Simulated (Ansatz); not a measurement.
# FHO$_{2}$Si (SMILES O=[Si](O)F): what the fields show

Input file:

```
crystal:
  periodic: [false, false, false]
  atoms:
    - {symbol: F, position_ang: [-1.485371, 1.566677, 0.037459]}
    - {symbol: O, position_ang: [-0.882150, -0.326587, -1.538940]}
    - {symbol: O, position_ang: [0.551956, -0.107369, 0.908887]}
    - {symbol: Si, position_ang: [-0.498982, 0.331535, -0.098059]}
    - {symbol: H, position_ang: [-0.356053, -1.107926, -1.770928]}
basis:
  gaussian: {orbitals: def2-TZVPD}
hamiltonian: {xc: {name: PBE0}}
output: {forces: true, orbitals: {seedname: orbitals}}
```

Run with:

```sh
ansatz run input.yaml --threads 1 --pin off --max-ram 2610MiB --events-out events.jsonl --progress --plain --runs-dir runs
```

Geometry: B3LYP/6-31G*.

Theory: Ansatz, isolated molecule in a Gaussian basis; Kohn-Sham density functional theory, functional PBE0.

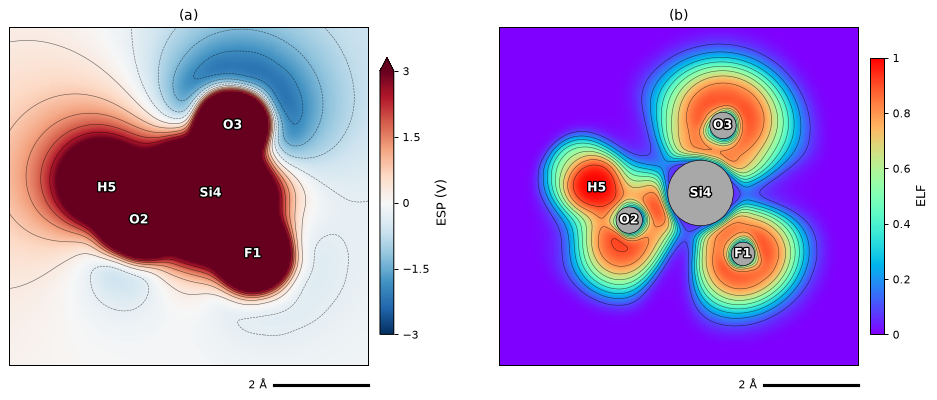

Figure 1. (a) electrostatic potential; (b) ELF on the molecular plane. Grey discs cover the atomic cores in the ELF map.

Question: Describe what can be read from this map.

Answer:
- The plane passes through F, O, Si and H nuclei.
- Si–O (1.52 Å): the ELF peaks at about 0.80 in the valence shell of O, 0.6 Å from its nucleus, and is about 0.50 at the midpoint.
- Si–F (1.59 Å): the ELF peaks at about 0.85 in the valence shell of F, 0.6 Å from its nucleus, and is about 0.50 at the midpoint.
- O–H (0.97 Å): the ELF climbs to about 1 towards the hydrogen, as it does in any bond to H (an ordinary covalent bond to hydrogen).
- Si–O (1.63 Å): the ELF peaks at about 0.90 between the atoms (a polar covalent bond).
- The ELF also peaks beside F1, O2 and O3, away from the bonds: lone-pair regions.
- Outside the dense part of the molecule the potential is most negative (−2.2 V) near O3.

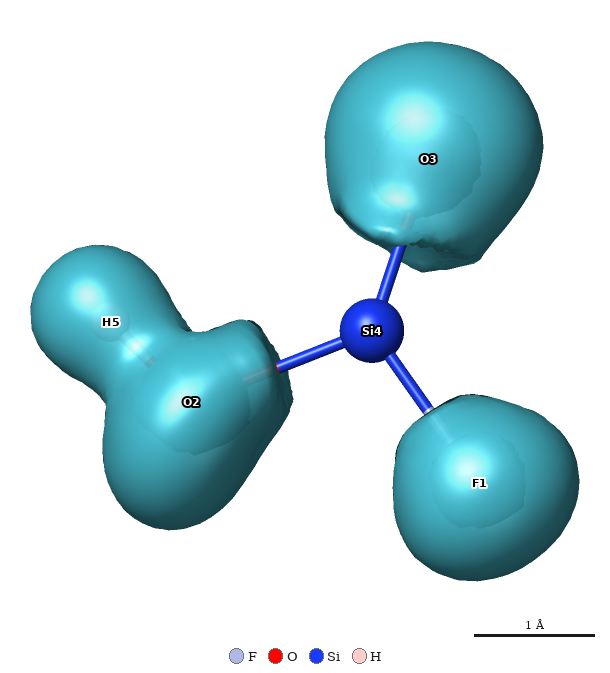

Figure 2. Isosurface of the ELF at 0.75 (cyan), seen across its widest extent. Core shells and regions of very low density are left out.

Question: Describe the localisation domains.

Answer: The ELF exceeds this value in one region wrapped around F (its lone pairs, merged into a ring or cap), one region wrapped around O (its lone pairs, merged into a ring or cap) and one joined region spread over several atoms (H, O), in which their bonds and any lone pairs are merged.

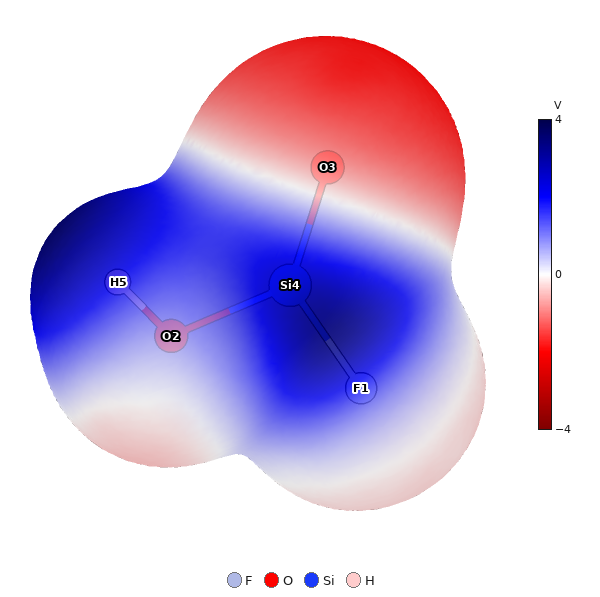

Figure 3. The molecular electrostatic potential painted on the density surface at 0.002 e/bohr³, seen at a tilt; the colour scale runs from red (negative) to blue (positive).

Question: Where is the surface potential most negative and most positive?

Answer: The most negative region (about −1.9 V, or −44 kcal/mol for a unit charge) lies over O3, the most positive (about +3.6 V, or +83 kcal/mol for a unit charge) over Si4 and H5. O3 is the likeliest acceptor of a hydrogen bond.

Question: How polar is the molecule by this calculation?

Answer: Its dipole moment is 2.95 D.
